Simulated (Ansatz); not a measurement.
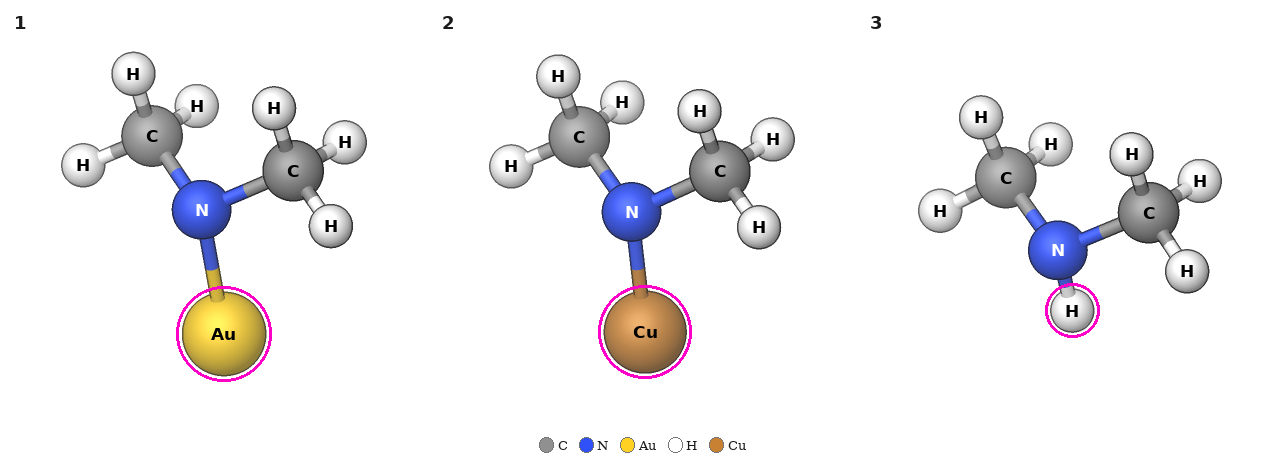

3 molecules with one skeleton, seen from the same side and at one scale; the atom that differs is circled. Each species is neutral and a spin singlet. Computed geometries: PBE0-D4/def2-TZVP optimisations, one conformation each. Properties computed with Ansatz 0.2.0. Elements past Kr carry core potentials.

One atom differs, called X below: Au in panel 1, Cu in panel 2, H in panel 3. Their formulas are C2H6AuN (`C[N](C)[Au]`), C2H6CuN (`C[N](C)[Cu]`), C2H7N (`CNC`).

Rank them by the mean angle C–N–X, lowest first (PBE0-D4/def2-TZVP).

Answer. 3 (H), 1 (Au), 2 (Cu).

Rank them by the harmonic zero-point energy, lowest first (PBE0-D4/def2-TZVP).

Answer. 2 (Cu), 1 (Au), 3 (H).

Give the values. With PBE0-D4/def2-TZVP: length of X–N (Å), mean angle C–N–X (°), harmonic zero-point energy (kJ/mol). With PBE-D4/def2-TZVPP: dipole moment (D), HOMO energy (Kohn–Sham orbital) (eV), HOMO–LUMO gap (eV).

```tsv
quantity	1 (Au)	2 (Cu)	3 (H)
length of X–N (Å)	1.994	1.838	1.011
mean angle C–N–X (°)	111.4	116.0	109.8
dipole moment (D)	0.90	1.48	0.88
HOMO energy (Kohn–Sham orbital) (eV)	−4.95	−4.15	−4.93
HOMO–LUMO gap (eV)	1.54	1.06	5.34
harmonic zero-point energy (kJ/mol)	213.1	211.3	242.9
```
